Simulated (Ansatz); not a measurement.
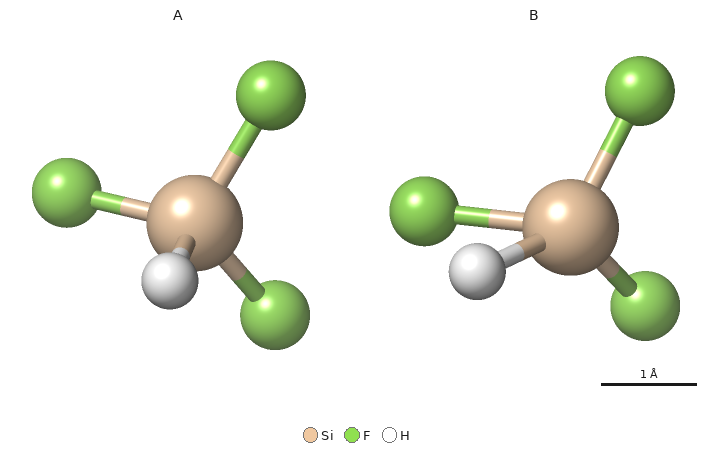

Two geometries of SiHF3 (started from a transition state, displaced along its imaginary mode), drawn at one scale. One is the start of a relaxation, the other its converged end. A ball-and-stick model, seen at a tilt.

Method: RKS PBE0-D4/def2-TZVP (Ansatz). Set-up: force threshold 0.005 eV/Å; at most 200 steps.

**Which geometry has the lower energy?**

Structure A is the relaxed one. The H atom moves most after the best rigid fit: 0.56 Å. Largest moves by element: H 0.56 Å, F 0.48 Å, Si 0.23 Å. Near-neighbour distances that change, for instance: F–Si 1.620 → 1.573 Å, H–Si 1.471 → 1.461 Å. Bond angles that change, for instance: H–Si–F 64.0° → 110.7°, F–Si–H 129.8° → 110.7°, F–Si–H 128.6° → 110.7°. The energy falls by 204.7 kJ/mol in 6 geometry steps. The largest force component goes from 2.9 to 0.00085 eV/Å.
